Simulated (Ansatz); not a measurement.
# C2H5B (SMILES BC=C): one structure at several levels

How do the functionals fare away from a minimum? The structure is a structure displaced at random from a GFN2-xTB minimum.

The runs use Ansatz 0.2.0, Gaussian basis; single points in def2-TZVPP.

Correlated methods freeze the cores.

### 1 Where the work starts

SMILES `BC=C`, 8 atoms, charge 0, spin multiplicity 1.

Atoms are counted from 1 here; the program's logs count them from 0.

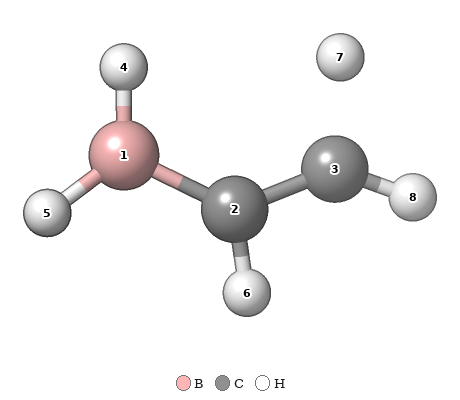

Start geometry, drawn with boron pink, carbon grey, hydrogen white; atoms are numbered from 1 in the order of the file.

Coordinates:

```mol
C2H5B
  3D, bonds by distance, orders not assigned

  8  6  0  0  0  0  0  0  0  0999 V2000
   -0.7012    0.8607   -0.7055 B   0  0
    0.3194    0.2609    0.2581 C   0  0
    0.6046   -1.0237    0.5820 C   0  0
   -1.1604    0.1722   -1.4085 H   0  0
   -0.6608    2.0838   -0.8508 H   0  0
    0.7715    0.7897    1.0480 H   0  0
    0.0271   -1.9622   -0.2566 H   0  0
    1.1440   -1.5521    1.3042 H   0  0
  1  2  8  0
  1  4  8  0
  1  5  8  0
  2  3  8  0
  2  6  8  0
  3  8  8  0
M  END
```

### 2 CCSD(T)/def2-TZVPP

The input, run/in.yaml:

```yaml
crystal:
  periodic: [false, false, false]
  atoms:
    - {symbol: B, position_ang: [-0.701200, 0.860700, -0.705500]}
    - {symbol: C, position_ang: [0.319400, 0.260900, 0.258100]}
    - {symbol: C, position_ang: [0.604600, -1.023700, 0.582000]}
    - {symbol: H, position_ang: [-1.160400, 0.172200, -1.408500]}
    - {symbol: H, position_ang: [-0.660800, 2.083800, -0.850800]}
    - {symbol: H, position_ang: [0.771500, 0.789700, 1.048000]}
    - {symbol: H, position_ang: [0.027100, -1.962200, -0.256600]}
    - {symbol: H, position_ang: [1.144000, -1.552100, 1.304200]}
basis:
  gaussian: {orbitals: def2-TZVPP}
correlation: {method: ccsd_t}
output: {forces: true}
```

No record of the launch command was kept for these runs.

### 3 PBE0-D4/def2-TZVPP

Changes to run/in.yaml since step 2:

```diff
@@ -13,3 +13,3 @@
   gaussian: {orbitals: def2-TZVPP}
-correlation: {method: ccsd_t}
-output: {forces: true}
+hamiltonian: {xc: pbe0, dispersion: d4}
+output: {forces: true, orbitals: {seedname: orbitals}}
```

### 4 wB97M-V/def2-TZVPP

Changes to run/in.yaml since step 3:

```diff
@@ -13,3 +13,3 @@
   gaussian: {orbitals: def2-TZVPP}
-hamiltonian: {xc: pbe0, dispersion: d4}
-output: {forces: true, orbitals: {seedname: orbitals}}
+hamiltonian: {xc: {name: wB97M-V}}
+output: {forces: true}
```

### 5 r2SCAN-D4/def2-TZVPP

Changes to run/in.yaml since step 4:

```diff
@@ -13,3 +13,3 @@
   gaussian: {orbitals: def2-TZVPP}
-hamiltonian: {xc: {name: wB97M-V}}
+hamiltonian: {xc: r2scan, dispersion: d4}
 output: {forces: true}
```

### 6 PBE-D4/def2-TZVPP

Changes to run/in.yaml since step 5:

```diff
@@ -13,3 +13,3 @@
   gaussian: {orbitals: def2-TZVPP}
-hamiltonian: {xc: r2scan, dispersion: d4}
+hamiltonian: {xc: pbe, dispersion: d4}
 output: {forces: true}
```

### 7 CAM-B3LYP-D4/def2-TZVPP

Changes to run/in.yaml since step 6:

```diff
@@ -13,3 +13,3 @@
   gaussian: {orbitals: def2-TZVPP}
-hamiltonian: {xc: pbe, dispersion: d4}
+hamiltonian: {xc: {name: CAM-B3LYP}, dispersion: d4}
 output: {forces: true}
```

### 8 B97M-V/def2-TZVPP

Changes to run/in.yaml since step 7:

```diff
@@ -13,3 +13,3 @@
   gaussian: {orbitals: def2-TZVPP}
-hamiltonian: {xc: {name: CAM-B3LYP}, dispersion: d4}
+hamiltonian: {xc: {name: B97M-V}}
 output: {forces: true}
```

(Steps that only read results are left out.)

What does the calculation give? Wanted: energy less free atoms, CCSD(T)/def2-TZVPP; RMS force component; RMS force error; HOMO and LUMO, PBE0-D4; T1 diagnostic.

**Answer**, as computed:

| quantity | value |
| --- | --- |
| energy less free atoms, CCSD(T)/def2-TZVPP | -2863.4 kJ/mol |
| RMS force component | 2.144 to 2.244 eV/Å over the methods |
| RMS force error | PBE0-D4 0.220, wB97M-V 0.228, r2SCAN-D4 0.178, PBE-D4 0.213, CAM-B3LYP-D4 0.268, B97M-V 0.233 eV/Å |
| HOMO and LUMO, PBE0-D4 | -8.47 and -2.37 eV |
| T1 diagnostic | 0.012 |

Against CCSD(T) the functionals' energies less atoms differ by -135.8 to -80.8 kJ/mol, PBE-D4 by -135.8 kJ/mol. The reference is not at the basis limit: in triple zeta CCSD(T) underbinds, which counts against methods that bind more; the gaps are no ranking. The forces of r2SCAN-D4 come nearest to CCSD(T), those of CAM-B3LYP-D4 are farthest. Frozen-core CCSD(T) forces in triple zeta carry basis errors of their own, and this is one geometry, so small gaps rank nothing. The restricted Hartree–Fock reference is unstable towards an unrestricted one at one or more of these structures.
